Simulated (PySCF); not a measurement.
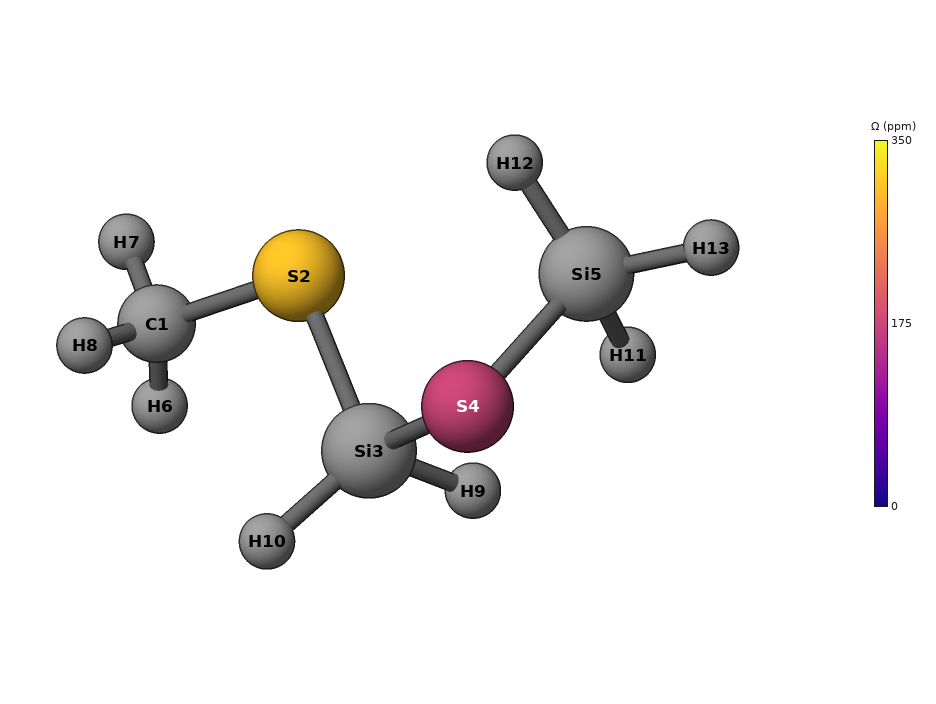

The S atoms are coloured by the span of their shielding tensor. Geometry: a frame of a GFN2-xTB molecular-dynamics simulation, not a minimum. Level of theory: GIAO PBE0/pcSseg-1 NMR shielding, non-relativistic, gas phase (PySCF 2.14.0). Principal shieldings σ11 ≤ σ22 ≤ σ33, span Ω = σ33 − σ11, skew κ = 3(σiso − σ22)/Ω.

Which S atom has the most anisotropic shielding?

S2, with a span of 306 ppm.

Give the shielding tensors of the S atoms.

| atom | σ11 | σ22 | σ33 | σiso | Ω | κ |
| --- | --- | --- | --- | --- | --- | --- |
| S2 | 517.5 | 579.1 | 823.3 | 639.9 | 305.8 | 0.60 |
| S4 | 695.8 | 789.5 | 871.3 | 785.5 | 175.6 | −0.07 |

Shieldings and span in ppm.
